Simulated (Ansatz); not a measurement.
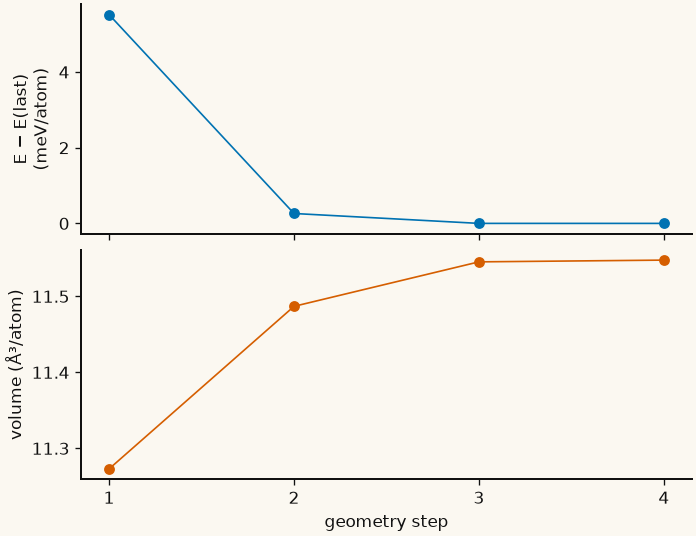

History of a geometry optimisation. Atoms and cell relax. A closing SCF on a freshly chosen basis isn't drawn.

```
crystal:
  lattice:
    - [-1.4125141895, 1.4125141895, 1.4125141895]
    - [1.4125141895, -1.4125141895, 1.4125141895]
    - [1.4125141895, 1.4125141895, -1.4125141895]
  atoms:
    - { symbol: Cr, position: [0.0, 0.0, 0.0], spin: 3.0 }
magnetization:
  spin_polarized: true
kpoints:
  mp_grid: { grid: [16, 16, 16] }
scf:
  occupations: { method: fermi_dirac, width: 0.05 }
hamiltonian:
  xc: pbe
  pseudopotentials: { kind: all_electron, lapw: { basis_error: 0.001 } }
output:
  forces: true
  stress: true
relax:
  f_tol: 0.005
  max_steps: 80
  cell: {}
```

Command:
```bash
ansatz run input.yaml --threads 1 --pin off --max-ram 3072MiB --backend cpu --events-out ev --progress --plain --runs-dir out
```

Question: How did it end, and what did it gain?

Answer: The optimisation met its thresholds at geometry 4, counting the start as the first. The energy fell by about 5.5 meV/atom from the first step to the last. All forces vanish by symmetry, so only the cell moves.

Question: What happens to the cell?

Answer: The volume grows from 11.27 to 11.55 Å³ per atom (+2.4 %). The start was compressed.
